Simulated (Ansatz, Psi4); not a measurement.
# Exact exchange and the HOMO–LUMO gap of C2H3N (isocyanomethane)

C2H3N has 6 atoms, charge 0, and is taken as a singlet. As SMILES, `[C-]#[N+]C`. The shape is that of a PBE0-D4/def2-TZVP optimisation.

The HOMO–LUMO gap y, in eV, basis def2-SVPD; a is the functional's share of exact exchange. Programs: Ansatz 0.2.0, Psi4 1.11.

| functional | program | a | y (eV) |
| --- | --- | --- | --- |
| TPSS | Psi4 | 0 | 7.02 |
| PBE | Psi4 | 0 | 6.60 |
| TPSSh | Psi4 | 0.1 | ? |
| B3LYP | Psi4 | 0.2 | 8.50 |
| PBE0 | Psi4 | 0.25 | 9.10 |
| r2SCAN0 | Ansatz | 0.25 | 9.86 |
| BHLYP | Psi4 | 0.5 | 11.10 |

Question: Fit y = c + s·a to the known rows and predict TPSSh.

Answer: 
1. Means of the 6 rows: a = 0.2000, y = 8.697.
2. Σ(Δa)² = 0.175, Σ(Δa·Δy) = 1.554, so the slope is 1.554/0.175 = 8.88.
3. Intercept: 8.697 − (8.88) × 0.2000 = 6.921. The largest residual of the fit is 0.72.
4. TPSSh: 6.921 + (8.88) × 0.1 = 7.81 eV.

The run gave 8.08 eV, so the prediction is off by -0.27 eV, within the largest residual. Exact exchange lowers occupied levels and raises empty ones. The rows mix families of semi-local functionals, which the line can't see.

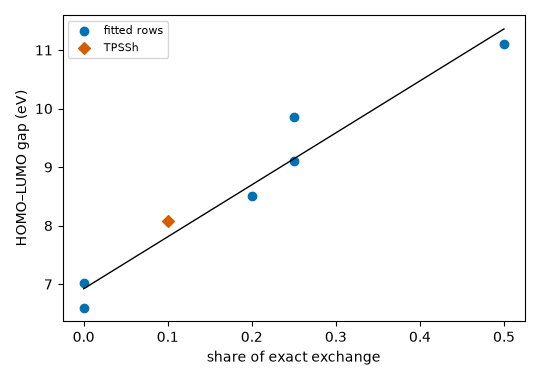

The fitted line, with the withheld row.
